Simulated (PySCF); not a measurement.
# TaF4: other spin states and a change of charge

Aim: at the relaxed geometry of TaF4, try other spin states and a change of charge. The structure is generated, not taken from experiment.

The runs use PySCF 2.14.0; PBE0, Ta def2-SVP with ECP60, F def2-SVP; scalar-relativistic core potentials, no spin–orbit coupling.

1 further run of the same task is left out (for a known fault of the program).

## (1) The starting structure

5 atoms, charge 0, spin multiplicity 2.

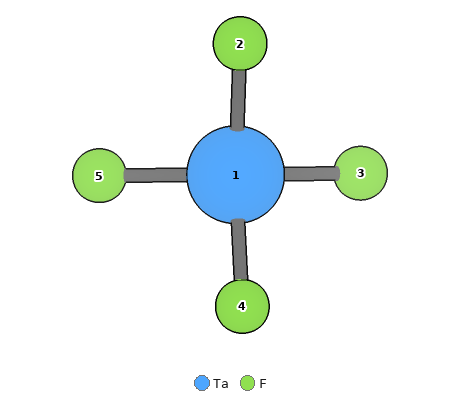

The structure; tantalum blue, fluorine green; atoms are numbered from 1 in the order of the file.

As a file:

```xyz
5
charge 0, multiplicity 2
Ta    0.00000    0.00000    0.00000
F     1.75483    0.00000   -0.64641
F     0.00000    1.75483    0.64641
F    -1.75483    0.00000   -0.64641
F     0.00000   -1.75483    0.64641
```

Formal oxidation states: Ta +4. An earlier session relaxed this geometry at PBE0, Ta def2-SVP with ECP60, F def2-SVP (doublet, point group D2d).

Its energy there is -455.932516 Eh.

## (2) Multiplicity 4 at the relaxed geometry

Contents of run.py (the lines that set the calculation):

```python
mol = gto.M(atom='''
Ta     0.00000     0.00000     0.00000
F      1.75483     0.00000    -0.64641
F      0.00000     1.75483     0.64641
F     -1.75483     0.00000    -0.64641
F      0.00000    -1.75483     0.64641''',
    basis={'Ta': 'def2-SVP', 'F': 'def2-SVP'},
    ecp={'Ta': 'def2-SVP'},
    charge=0, spin=3)
mf = dft.UKS(mol, xc='PBE0')
mf.grids.atom_grid = (50, 194)
mf = mf.density_fit()  # fitting sets: Ta def2-universal-JKFIT, F def2-universal-JKFIT
mf.conv_tol = 1e-08; mf.max_cycle = 55
mf.kernel(dm0)  # dm0: free metal ions and neutral atoms
```

Command:

```
OMP_NUM_THREADS=2 python run.py
```

The log of the run:

```text
init E= -467.234700943104
cycle= 1 E= -454.98140073901  delta_E= 12.3  |g|=  1.4  |ddm|= 2.34
cycle= 2 E= -454.50000658462  delta_E= 0.481  |g|= 1.76  |ddm|= 2.05
cycle= 3 E= -455.581502036017  delta_E= -1.08  |g|= 0.337  |ddm|= 1.41
cycle= 4 E= -455.610819677335  delta_E= -0.0293  |g|= 0.196  |ddm|= 0.365
cycle= 5 E= -455.625948090855  delta_E= -0.0151  |g|= 0.0196  |ddm|= 0.149
cycle= 6 E= -455.626182950723  delta_E= -0.000235  |g|= 0.00622  |ddm|= 0.0396
cycle= 7 E= -455.626231717973  delta_E= -4.88e-05  |g|= 0.00147  |ddm|= 0.0166
cycle= 8 E= -455.62624751295  delta_E= -1.58e-05  |g|= 0.00109  |ddm|= 0.0125
cycle= 9 E= -455.626258045575  delta_E= -1.05e-05  |g|= 0.001  |ddm|= 0.00909
cycle= 10 E= -455.626276733706  delta_E= -1.87e-05  |g|= 0.000991  |ddm|= 0.0166
cycle= 11 E= -455.626290378246  delta_E= -1.36e-05  |g|= 0.000988  |ddm|= 0.0124
cycle= 12 E= -455.626312348801  delta_E= -2.2e-05  |g|= 0.000988  |ddm|= 0.0204
cycle= 13 E= -455.626317281373  delta_E= -4.93e-06  |g|= 0.00099  |ddm|= 0.00472
cycle= 14 E= -455.626317346705  delta_E= -6.53e-08  |g|= 0.000989  |ddm|= 0.000113
cycle= 15 E= -455.626317592139  delta_E= -2.45e-07  |g|= 0.000991  |ddm|= 0.00039
cycle= 16 E= -455.626295292286  delta_E= 2.23e-05  |g|= 0.001  |ddm|= 0.0232
cycle= 17 E= -455.626212480599  delta_E= 8.28e-05  |g|= 0.00115  |ddm|= 0.0921
cycle= 18 E= -455.626227671558  delta_E= -1.52e-05  |g|= 0.000968  |ddm|= 0.0177
cycle= 19 E= -455.626167136214  delta_E= 6.05e-05  |g|= 0.00113  |ddm|= 0.0751
cycle= 20 E= -455.626038233322  delta_E= 0.000129  |g|= 0.00523  |ddm|= 0.233
cycle= 21 E= -455.626029009578  delta_E= 9.22e-06  |g|= 0.00646  |ddm|= 0.00681
cycle= 22 E= -455.626014374514  delta_E= 1.46e-05  |g|= 0.0071  |ddm|= 0.0476
cycle= 23 E= -455.626029301537  delta_E= -1.49e-05  |g|= 0.00602  |ddm|= 0.0255
cycle= 24 E= -455.626055386048  delta_E= -2.61e-05  |g|= 0.00303  |ddm|= 0.0332
cycle= 25 E= -455.626057467184  delta_E= -2.08e-06  |g|= 0.00179  |ddm|= 0.0127
cycle= 26 E= -455.626044584818  delta_E= 1.29e-05  |g|= 0.00315  |ddm|= 0.0481
cycle= 27 E= -455.626059317775  delta_E= -1.47e-05  |g|= 0.000361  |ddm|= 0.0513
cycle= 28 E= -455.626050361622  delta_E= 8.96e-06  |g|= 0.00172  |ddm|= 0.0479
cycle= 29 E= -455.626053891993  delta_E= -3.53e-06  |g|= 0.000617  |ddm|= 0.0105
cycle= 30 E= -455.626058522913  delta_E= -4.63e-06  |g|= 0.000241  |ddm|= 0.0281
cycle= 31 E= -455.626054543993  delta_E= 3.98e-06  |g|= 0.000307  |ddm|= 0.0261
cycle= 32 E= -455.626052713215  delta_E= 1.83e-06  |g|= 0.000206  |ddm|= 0.0224
cycle= 33 E= -455.626052698139  delta_E= 1.51e-08  |g|= 0.000128  |ddm|= 0.00156
cycle= 34 E= -455.626052321097  delta_E= 3.77e-07  |g|= 8.64e-05  |ddm|= 0.0137
cycle= 35 E= -455.626052332469  delta_E= -1.14e-08  |g|= 6.98e-05  |ddm|= 0.00139
cycle= 36 E= -455.626052327228  delta_E= 5.24e-09  |g|= 5.97e-05  |ddm|= 0.000662
Extra cycle  E= -455.626052301438  delta_E= 2.58e-08  |g|= 0.000265  |ddm|= 0.00029
converged SCF energy = -455.626052301438  <S^2> = 3.7592966  2S+1 = 4.0046456
```

Wall time 4.6 s (2 threads of Arm Neoverse V2, shared host).

It gives: E = -455.626052 Eh (+8.339 eV from the relaxed state), HOMO -3.75 eV, LUMO -10.18 eV (over both spins), ⟨S²⟩ = 3.759, Mulliken charge on Ta1 +0.93 e. An empty level of one spin lies below a filled level of the other.

## (3) One electron removed, multiplicity 1

Edit run.py (the lines that set the calculation) of step 2 so:

```diff
@@ -8,4 +8,4 @@
     ecp={'Ta': 'def2-SVP'},
-    charge=0, spin=3)
-mf = dft.UKS(mol, xc='PBE0')
+    charge=1, spin=0)
+mf = dft.RKS(mol, xc='PBE0')
 mf.grids.atom_grid = (50, 194)
@@ -13,2 +13,2 @@
 mf.conv_tol = 1e-08; mf.max_cycle = 55
-mf.kernel(dm0)  # dm0: free metal ions and neutral atoms
+mf.kernel(dm0)  # dm0: the density of the relaxed state
```

Command:

```
OMP_NUM_THREADS=2 python run.py
```

The log of the run:

```text
init E= -455.89324821122
  HOMO = -0.446833863987837  LUMO = -0.175153175035014  gap/eV = 7.39281
cycle= 1 E= -455.55682981819  delta_E= 0.336  |g|= 0.354  |ddm|=  1.2
  HOMO = -0.708763842561526  LUMO = -0.503393328382121  gap/eV = 5.58842
cycle= 2 E= -455.488554630414  delta_E= 0.0683  |g|= 0.712  |ddm|= 0.984
  HOMO = -0.720291839543668  LUMO = -0.444448778910647  gap/eV = 7.50607
cycle= 3 E= -455.591475980602  delta_E= -0.103  |g|= 0.155  |ddm|= 0.591
  HOMO = -0.698504943659912  LUMO = -0.42664994793569  gap/eV = 7.39755
cycle= 4 E= -455.594998063058  delta_E= -0.00352  |g|= 0.0116  |ddm|= 0.0911
  HOMO = -0.697999412934161  LUMO = -0.423762814370839  gap/eV = 7.46236
cycle= 5 E= -455.595027725229  delta_E= -2.97e-05  |g|= 0.00116  |ddm|= 0.0102
  HOMO = -0.697908428151799  LUMO = -0.423761264489617  gap/eV = 7.45992
cycle= 6 E= -455.595028051608  delta_E= -3.26e-07  |g|= 0.000122  |ddm|= 0.00118
  HOMO = -0.697905730566783  LUMO = -0.42375486513108  gap/eV = 7.46003
cycle= 7 E= -455.595028058119  delta_E= -6.51e-09  |g|= 1.69e-05  |ddm|= 0.00022
  HOMO = -0.697908914496732  LUMO = -0.423753614073604  gap/eV = 7.46015
Extra cycle  E= -455.595028058129  delta_E= -1.07e-11  |g|= 2.77e-05  |ddm|= 3.62e-05
converged SCF energy = -455.595028058129
```

Run time: 0.7 s. Hardware: 2 threads of Arm Neoverse V2, shared host.

Result: E = -455.595028 Eh (+9.184 eV from the relaxed state), HOMO -18.99 eV, LUMO -11.53 eV, Mulliken charge on Ta1 +1.85 e. 

## (4) One electron removed, multiplicity 3

Edit run.py (the lines that set the calculation) of step 3 so:

```diff
@@ -8,4 +8,4 @@
     ecp={'Ta': 'def2-SVP'},
-    charge=1, spin=0)
-mf = dft.RKS(mol, xc='PBE0')
+    charge=1, spin=2)
+mf = dft.UKS(mol, xc='PBE0')
 mf.grids.atom_grid = (50, 194)
```

Command:

```
OMP_NUM_THREADS=2 python run.py
```

The log of the run:

```text
init E= -455.932515847985
cycle= 1 E= -455.361654578375  delta_E= 0.571  |g|= 0.301  |ddm|= 0.684
cycle= 2 E= -455.34678315469  delta_E= 0.0149  |g|= 0.389  |ddm|= 0.422
cycle= 3 E= -455.394084613711  delta_E= -0.0473  |g|= 0.0696  |ddm|= 0.257
cycle= 4 E= -455.39633133345  delta_E= -0.00225  |g|= 0.0107  |ddm|= 0.0814
cycle= 5 E= -455.396434859727  delta_E= -0.000104  |g|= 0.0018  |ddm|= 0.0183
cycle= 6 E= -455.396439729927  delta_E= -4.87e-06  |g|= 0.000274  |ddm|= 0.00463
cycle= 7 E= -455.396439823961  delta_E= -9.4e-08  |g|= 5.34e-05  |ddm|= 0.000635
cycle= 8 E= -455.396439827206  delta_E= -3.24e-09  |g|= 1.07e-05  |ddm|= 0.000126
Extra cycle  E= -455.396439827231  delta_E= -2.48e-11  |g|= 1.24e-05  |ddm|= 2.22e-05
converged SCF energy = -455.396439827231  <S^2> = 2.01202  2S+1 = 3.0080026
```

It took 1.3 s on 2 threads of Arm Neoverse V2, shared host.

It gives: E = -455.396440 Eh (+14.587 eV from the relaxed state), HOMO -13.47 eV, LUMO -17.03 eV (over both spins), ⟨S²⟩ = 2.012, Mulliken charge on Ta1 +1.56 e. An empty level of one spin lies below a filled level of the other.

## (5) One electron added, multiplicity 1

Edit run.py (the lines that set the calculation) of step 4 so:

```diff
@@ -8,4 +8,4 @@
     ecp={'Ta': 'def2-SVP'},
-    charge=1, spin=2)
-mf = dft.UKS(mol, xc='PBE0')
+    charge=-1, spin=0)
+mf = dft.RKS(mol, xc='PBE0')
 mf.grids.atom_grid = (50, 194)
```

Command:

```
OMP_NUM_THREADS=2 python run.py
```

The log of the run:

```text
init E= -455.89324821122
  HOMO = -0.175153175035014  LUMO = -0.0648666834629927  gap/eV = 3.00105
cycle= 1 E= -455.913600922595  delta_E= -0.0204  |g|= 0.358  |ddm|=  1.1
  HOMO = 0.119191869623752  LUMO = 0.214004353976932  gap/eV = 2.57998
cycle= 2 E= -455.864287350746  delta_E= 0.0493  |g|= 0.57  |ddm|= 2.84
  HOMO = 0.0481940560659488  LUMO = 0.187305503624295  gap/eV = 3.78542
cycle= 3 E= -455.960309338115  delta_E= -0.096  |g|= 0.0998  |ddm|= 1.62
  HOMO = 0.0409902423562762  LUMO = 0.178363860690112  gap/eV = 3.73813
cycle= 4 E= -455.961783033721  delta_E= -0.00147  |g|= 0.0148  |ddm|= 0.0764
  HOMO = 0.0381704567410281  LUMO = 0.177235547229139  gap/eV = 3.78415
cycle= 5 E= -455.961828270149  delta_E= -4.52e-05  |g|= 0.0025  |ddm|= 0.0159
  HOMO = 0.0377239224760189  LUMO = 0.176630841198355  gap/eV = 3.77985
cycle= 6 E= -455.961829841187  delta_E= -1.57e-06  |g|= 0.000574  |ddm|= 0.00485
  HOMO = 0.0376080183774263  LUMO = 0.176476649029565  gap/eV = 3.77881
cycle= 7 E= -455.961829936039  delta_E= -9.49e-08  |g|= 5.41e-05  |ddm|= 0.00115
  HOMO = 0.0375937066166685  LUMO = 0.176460590139644  gap/eV = 3.77876
cycle= 8 E= -455.961829937127  delta_E= -1.09e-09  |g|= 6.66e-06  |ddm|= 0.000132
  HOMO = 0.0375908316679237  LUMO = 0.176456971163844  gap/eV = 3.77874
Extra cycle  E= -455.961829937124  delta_E= 2.84e-12  |g|= 6.8e-06  |ddm|= 2.23e-05
converged SCF energy = -455.961829937124
```

Run time: 0.8 s. Hardware: 2 threads of Arm Neoverse V2, shared host.

Result: E = -455.961830 Eh (-0.798 eV from the relaxed state), HOMO 1.02 eV, LUMO 4.80 eV, Mulliken charge on Ta1 +0.51 e. The highest filled level lies above zero; it isn't the detachment energy.

## (6) One electron added, multiplicity 3

Edit run.py (the lines that set the calculation) of step 5 so:

```diff
@@ -8,4 +8,4 @@
     ecp={'Ta': 'def2-SVP'},
-    charge=-1, spin=0)
-mf = dft.RKS(mol, xc='PBE0')
+    charge=-1, spin=2)
+mf = dft.UKS(mol, xc='PBE0')
 mf.grids.atom_grid = (50, 194)
```

Command:

```
OMP_NUM_THREADS=2 python run.py
```

The log of the run:

```text
init E= -455.932515847985
cycle= 1 E= -455.850843969555  delta_E= 0.0817  |g|= 0.302  |ddm|= 1.17
cycle= 2 E= -455.728265327134  delta_E= 0.123  |g|= 0.521  |ddm|= 2.13
cycle= 3 E= -455.899919840478  delta_E= -0.172  |g|= 0.12  |ddm|= 1.92
  HOMO = 0.119332268631  LUMO = 0.127274041616  gap/eV = 0.21611
cycle= 4 E= -455.905557177521  delta_E= -0.00564  |g|= 0.0596  |ddm|= 0.089
  HOMO = 0.117733800175  LUMO = 0.135435878227  gap/eV = 0.48170
cycle= 5 E= -455.907603478917  delta_E= -0.00205  |g|= 0.00977  |ddm|= 0.104
  HOMO = 0.117473233064  LUMO = 0.136661316519  gap/eV = 0.52213
cycle= 6 E= -455.907661071817  delta_E= -5.76e-05  |g|= 0.000712  |ddm|= 0.0189
  HOMO = 0.117383033112  LUMO = 0.136672467812  gap/eV = 0.52489
cycle= 7 E= -455.907661574046  delta_E= -5.02e-07  |g|= 0.000242  |ddm|= 0.00262
  HOMO = 0.117312089336  LUMO = 0.136618104669  gap/eV = 0.52534
cycle= 8 E= -455.907661622649  delta_E= -4.86e-08  |g|= 6.92e-05  |ddm|= 0.000655
  HOMO = 0.117294823757  LUMO = 0.136600571865  gap/eV = 0.52534
cycle= 9 E= -455.907661625636  delta_E= -2.99e-09  |g|= 5.15e-06  |ddm|= 0.000113
  HOMO = 0.117296490968  LUMO = 0.136601963671  gap/eV = 0.52533
Extra cycle  E= -455.907661625646  delta_E= -1e-11  |g|= 4.35e-06  |ddm|= 1.37e-05
converged SCF energy = -455.907661625646  <S^2> = 2.0033532  2S+1 = 3.0022347
```

It took 1.4 s on 2 threads of Arm Neoverse V2, shared host.

It gives: E = -455.907662 Eh (+0.676 eV from the relaxed state), HOMO 3.19 eV, LUMO 3.72 eV (over both spins), ⟨S²⟩ = 2.003, Mulliken charge on Ta1 +0.68 e. The highest filled level lies above zero; it isn't the detachment energy.

## (7) The states side by side

| state | energy from the relaxed state (eV) | ⟨S²⟩ | time |
| --- | --- | --- | --- |
| charge 0, doublet, vacuum (relaxed) | 0 | 0.75 |  |
| charge -1, singlet, vacuum | -0.80 | 0.00 | 0.8 s |
| charge -1, triplet, vacuum | 0.68 | 2.00 | 1.4 s |
| charge 0, quartet, vacuum | 8.34 | 3.76 | 4.6 s |
| charge +1, singlet, vacuum | 9.18 | 0.00 | 0.7 s |
| charge +1, triplet, vacuum | 14.59 | 2.01 | 1.3 s |

An electron taken off or put on is at rest in vacuum. 

Removing an electron vertically costs 9.18 eV (singlet), against −HOMO = 6.70 eV. Adding an electron vertically releases 0.80 eV (singlet). The quartet lies 8.34 eV above at this geometry. The bases are small and lack diffuse functions. Spin–orbit coupling is left out for this open shell, where it can reorder the states. Open shells may have lower solutions than the one found.
